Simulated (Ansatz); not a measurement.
Consider CH5NO2Si (SMILES NC1O[SiH2]O1).

```json
{"atom": "N", "x (Å)": "-0.5021", "y (Å)": "1.1165", "z (Å)": "1.3187"}
{"atom": "C", "x (Å)": "0.4430", "y (Å)": "0.5906", "z (Å)": "0.4267"}
{"atom": "O", "x (Å)": "0.8041", "y (Å)": "-0.8137", "z (Å)": "0.6389"}
{"atom": "Si", "x (Å)": "0.3356", "y (Å)": "-1.1112", "z (Å)": "-0.9395"}
{"atom": "O", "x (Å)": "-0.0795", "y (Å)": "0.5185", "z (Å)": "-0.8984"}
{"atom": "H", "x (Å)": "-0.1107", "y (Å)": "1.2156", "z (Å)": "2.2492"}
{"atom": "H", "x (Å)": "-1.3277", "y (Å)": "0.5263", "z (Å)": "1.3619"}
{"atom": "H", "x (Å)": "1.3588", "y (Å)": "1.1905", "z (Å)": "0.4661"}
{"atom": "H", "x (Å)": "-0.7971", "y (Å)": "-2.0570", "z (Å)": "-1.1275"}
{"atom": "H", "x (Å)": "1.4310", "y (Å)": "-1.4568", "z (Å)": "-1.8826"}
```

Level of theory: RKS PBE0-D4/6-31G* in Ansatz 0.2.0.

**What can the converged electron density and electron localisation function tell about the bonding?**

C–N (1.40 Å): ρ at the midpoint is about 2.2 e/Å³; the ELF peaks at about 0.95 between the atoms, as expected for a covalent bond.
N–H (1.02 Å): ρ at the midpoint is about 2.8 e/Å³; the ELF climbs to about 1 towards the hydrogen, as it does in any bond to H (an ordinary covalent bond to hydrogen).
C–H (1.10 Å): the density is about 2.1 e/Å³ at the midpoint; the ELF climbs to about 1 towards the hydrogen: a covalent bond by its length.
Si–H (1.49 Å): the density is about 0.81 e/Å³ at the midpoint; the ELF climbs to about 1 towards the hydrogen.

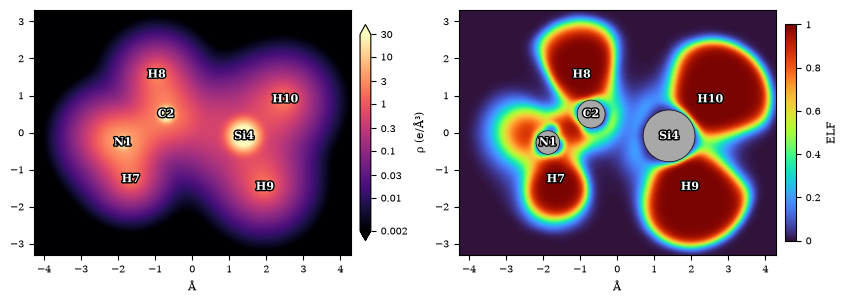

Computed electron density and electron localisation function on the plane of atoms H9, Si4 and H10, in this order. Grey discs cover the atomic cores in the ELF map. 
